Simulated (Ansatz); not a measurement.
**Fields on a plane of WP2 (space group Cmc2_1)**

```xyz
6
Lattice="1.5744 -5.5681 0.0000 1.5744 5.5681 0.0000 0.0000 0.0000 4.9532" Properties=species:S:1:pos:R:3 pbc="T T T"
P      1.5744     4.7875     1.8960
P      1.5744    -4.7875     4.3726
P      1.5744    -3.3070     0.9934
P      1.5744     3.3070     3.4700
W      1.5744     1.0381     2.4748
W      1.5744    -1.0381     4.9514
```

The slice is a (010) plane (indices of the conventional cell) through the point (0.593, 0.407, 1.000) (fractional), spanned by u = [110] and v = [001] in vectors of this cell: u (3.15 Å) and v (4.95 Å, at 90° to u). It covers one period; positions are fractions (u, v).

Atoms on it: W at (0.00, 0.00). Other atoms lie within 1 Å of the plane.

All values below come from PBEsol (plane waves to 420 eV, PAW, scalar-relativistic; Ansatz, a program for electronic structure). k mesh 15×15×10. Inside the PAW spheres the values are not all-electron values, and peaks at nuclei hang on which shells count as valence. Spin-orbit coupling is left out, though W is heavy. WP2 is run without spin polarisation. WP2 was relaxed with its symmetry unable to fall.

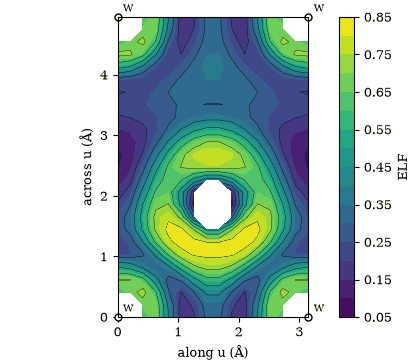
Figure: Electron localisation function (ELF), one period of the plane, atoms marked. Points within 0.4 Å of a nucleus are left white, as the pseudised field means little there.

```
|xxxxxxxxxx001144441100xxxxxxxx|
|xxxxxxxx0000225555220000xxxxxx|
|xxxxxxxx0000445555440000xxxxxx|
|xxxx000000225566665522000000xx|
|000000003344555555554433000000|
|112233445555555555555555443322|
|666677776666554444556666777766|
|888888887766443333446677888888|
|999999887755332222335577889999|
|999999775522000000002255779999|
|999988552200xxxxxxxx0022558899|
|9988663300xxxxxxxxxxxx00336688|
|88885500xxxxxxxxxxxxxxxx005588|
|88774400xxxxxxxxxxxxxxxx004477|
|88774400xxxxxxxxxxxxxxxx004477|
|77664400xxxxxxxxxxxxxxxx004466|
|5555440000xxxxxxxxxxxx00004455|
|1111111100xxxxxxxxxxxx00111111|
|000000000000000000000000000000|
|xxxx000000001111111100000000xx|
|xxxxxxxx0000334444330000xxxxxx|
|xxxxxxxx0000225555220000xxxxxx|
|xxxxxxxxxx001144441100xxxxxxxx|
|xxxxxxxxxx001144441100xxxxxxxx|
```
Scale: ten equal steps from 5.00 (start of '0') to 13.39 (end of '9'), in the order '0123456789'. Values: electrostatic potential energy of an electron, from the cell's mean, in eV. The map has 15 points along u (two characters each, u = 0 at the left) and 24 along v (v = 0 in the bottom row). Points within 0.9 Å of a nucleus are blanked (x), as the pseudised field means little there. Values under 5 eV are set to 5. The zero, the cell's mean, hangs on the PAW cores.
